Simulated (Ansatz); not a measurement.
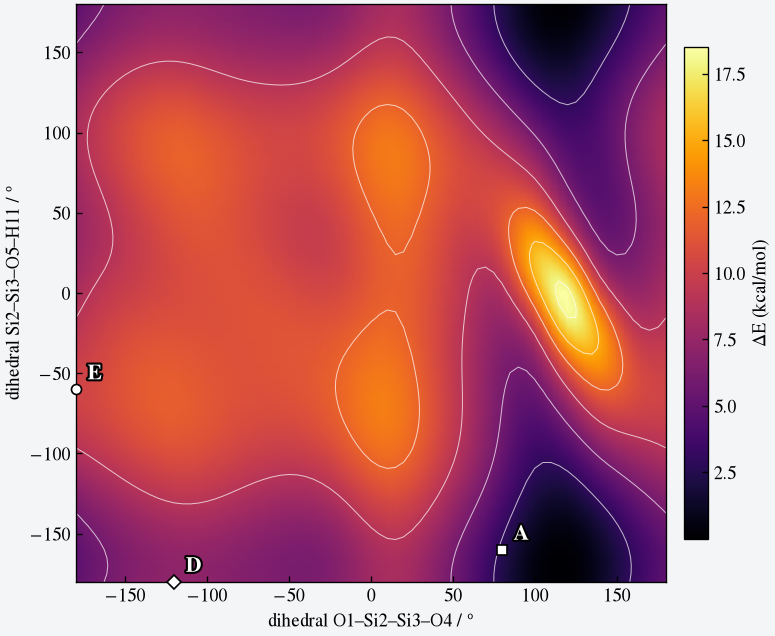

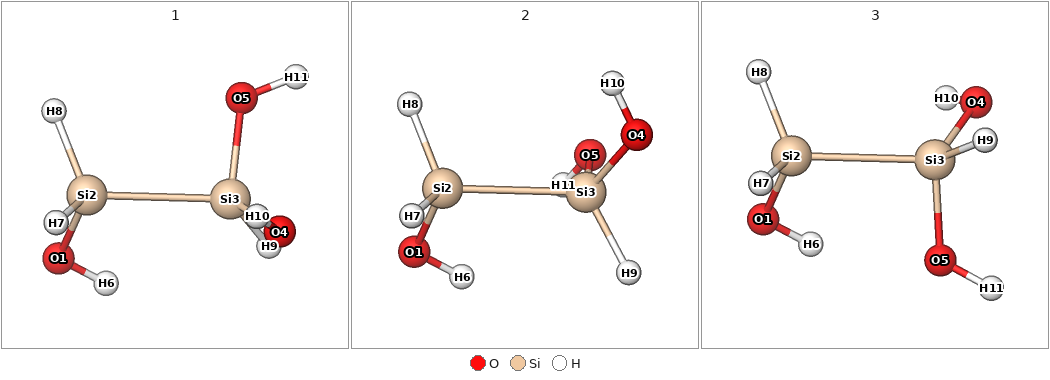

H6O3Si2, SMILES O[SiH2][SiH](O)O. First axis: dihedral O1–Si2–Si3–O4. Second axis: dihedral Si2–Si3–O5–H11. Nothing is relaxed (all other coordinates rigid). Grid: 18 × 18 points. Energies are in kcal/mol, from the relaxed molecule at the same level. Theory: RKS PBE0-D4/def2-SVP (Ansatz).

The picture shows a smooth colour map with a few white contour lines, lettered points. Between grid points the surface is interpolated. The numbered pictures are the structures at these points, in random order.

Q: Which structure belongs to which point?

A: A is structure 3: dihedral O1–Si2–Si3–O4 = 80°, dihedral Si2–Si3–O5–H11 = −160°, 2.7 kcal/mol; D is structure 1: dihedral O1–Si2–Si3–O4 = −120°, dihedral Si2–Si3–O5–H11 = −180°, 7.2 kcal/mol; E is structure 2: dihedral O1–Si2–Si3–O4 = −180°, dihedral Si2–Si3–O5–H11 = −60°, 10.3 kcal/mol.
